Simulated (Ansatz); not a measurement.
**SiO2 (silicon dioxide molecule): BLYP/cc-pVTZ**

What is the energy change on altering one bond length of SiO2 (silicon dioxide molecule) at BLYP/cc-pVTZ? 

The results are computed with Ansatz 0.2.0.

49 further runs of the same task are left out: 10 that didn't finish, 39 set aside as unsound or not needed.

### 1 The system as given

SiO2: 3 atoms, total charge 0, spin state singlet. As SMILES, `O=[Si]=O`. The shape is that of a PBE0-D4/def2-TZVP optimisation.

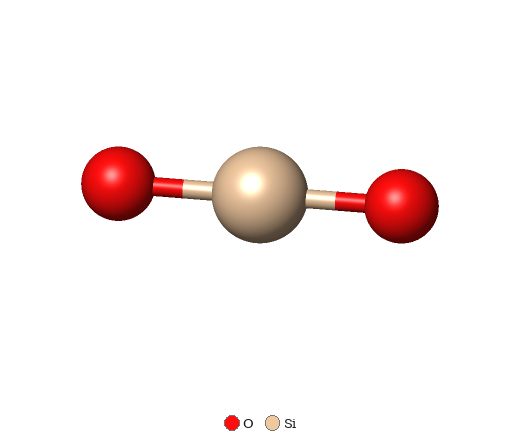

The structure, seen from a chosen angle (oxygen red, silicon light orange).

### 2 The energy at BLYP/cc-pVTZ

input.yaml reads:

```yaml
crystal:
  periodic: [false, false, false]
  atoms:
    - {symbol: O, position_ang: [0.697730, 1.229600, 0.518760]}
    - {symbol: Si, position_ang: [-0.000010, 0.000000, -0.000000]}
    - {symbol: O, position_ang: [-0.697730, -1.229610, -0.518760]}
basis:
  gaussian: {orbitals: cc-pVTZ}
output: {orbitals: {seedname: orbitals}}
hamiltonian: {xc: {name: BLYP}}
accuracy: high
```

Launch:

```console
$ ansatz run input.yaml --threads 1 --pin off --max-ram 3480MiB --events-out events.jsonl --progress --plain --runs-dir runs
```

Output:

```text
Warning: RAYON_NUM_THREADS=1 ignored (pool sized by the plan → 1); use --threads N
Functional definition: BLYP
  name "BLYP"
  parameter beta = 0.0042
  parameter a = 0.04918
  parameter b = 0.132
  parameter c = 0.2533
  parameter d = 0.349
  exchange = b88_x(beta = beta)
  correlation = lyp_c(a = a, b = b, c = c, d = d)
1409 factors; integrals over basis functions are off by at most 3.2e-9 eV
mean field evaluation 1: about -11955.6043 eV, gradient 1.0e2 eV
mean field evaluation 2: about -11847.9836 eV, gradient 2.3e2 eV
mean field evaluation 4: about -11973.3295 eV, gradient 9.0e0 eV
mean field evaluation 8: about -11973.4883 eV, gradient 3.0e-1 eV
mean field evaluation 16: about -11973.4884 eV, gradient 1.1e-5 eV
mean field -11973.48840516 eV, -440.0175829679 hartree, gradient 2.3e-8 eV, S^2 0.000000; 0 other end points of the search recorded, 0 dependent functions left out
reference -11973.48844347 eV, -440.0175843757 hartree; 15, 15 occupied and 79, 79 virtual orbitals, 1409 factors
Total energy: -11973.48844347 eV, -440.0175843757 hartree
```

Wall time 3.3 s (1 thread of Arm Neoverse V1, shared host); peak memory 0.17 GiB.

### 3 The distorted shape, same level

input.yaml reads:

```yaml
basis:
  gaussian: {orbitals: cc-pVTZ}
crystal:
  periodic: [false, false, false]
  atoms:
    - {symbol: O, position_ang: [0.907039, 1.598457, 0.674378]}
    - {symbol: Si, position_ang: [-0.000010, 0.000000, -0.000000]}
    - {symbol: O, position_ang: [-0.697730, -1.229610, -0.518760]}
total_charge: 0
hamiltonian: {xc: {name: BLYP}}
accuracy: high
output: {orbitals: {seedname: orbitals}}
```

Launch:

```console
$ ansatz run input.yaml --threads 1 --pin off --max-ram 3480MiB --events-out events.jsonl --progress --plain --runs-dir runs
```

Output, cut to the lines that bear on the results:

```text
Warning: RAYON_NUM_THREADS=1 ignored (pool sized by the plan → 1); use --threads N
[... 9 set-up lines as earlier in the session ...]
1391 factors; integrals over basis functions are off by at most 3.5e-9 eV
mean field evaluation 1: about -11951.7147 eV, gradient 1.0e2 eV
mean field evaluation 2: about -11777.5021 eV, gradient 2.4e2 eV
mean field evaluation 4: about -11968.6246 eV, gradient 3.7e1 eV
mean field evaluation 8: about -11971.3467 eV, gradient 2.5e-1 eV
mean field evaluation 16: about -11971.3433 eV, gradient 7.3e-4 eV
mean field -11971.34325332 eV, -439.9387500914 hartree, gradient 7.7e-8 eV, S^2 0.000000; 0 other end points of the search recorded, 0 dependent functions left out
reference -11971.34329244 eV, -439.9387515293 hartree; 15, 15 occupied and 79, 79 virtual orbitals, 1391 factors
Total energy: -11971.34329244 eV, -439.9387515293 hartree
```

Wall time 3 s (1 thread of Arm Neoverse V1, shared host); peak memory 0.16 GiB.

### 4 Outcome

At BLYP/cc-pVTZ:

| quantity | value |
| --- | --- |
| first shape: total energy | -440.01758 Eh |
| first shape: HOMO energy | -8.12 eV |
| first shape: LUMO energy | -4.15 eV |
| first shape: HOMO–LUMO gap | 3.97 eV |
| distorted shape: total energy | -439.93875 Eh |
| distorted shape: HOMO energy | -7.06 eV |
| distorted shape: LUMO energy | -5.32 eV |
| distorted shape: HOMO–LUMO gap | 1.75 eV |
| energy change with the O1–Si2 bond stretched from 1.506 to 1.958 Å | 2.145 eV |

**Reading.** With the O1–Si2 bond stretched from 1.506 to 1.958 Å the energy rises by 2.15 eV (49 kcal/mol). The first shape isn't relaxed at this level, so the change isn't measured from a minimum.
